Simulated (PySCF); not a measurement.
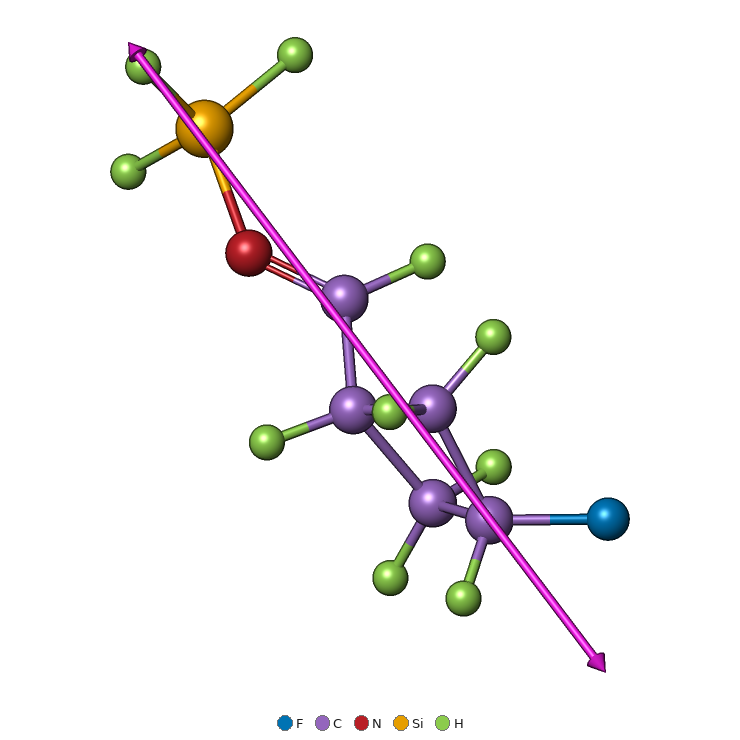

The double arrow shows the direction of the transition dipole to excited singlet state 4 (its length means nothing). Computed geometry: GFN2-xTB optimisation. No frequency run is at hand to confirm it as a minimum. Level of theory: TDDFT PBE0/def2-SVPD, vertical, gas phase, core orbitals frozen in the response (PySCF 2.14.0).

### Where does the transition lie, and how strong is it?

7.01 eV (177 nm), oscillator strength 0.11, mainly HOMO−1 → LUMO (weight 0.56); transition dipole 2.05 D.

The geometry is semi-empirical. Around Si such bond lengths and angles can be off by a tenth of an ångström or more and by several degrees, and values that hang on the shape move with them.
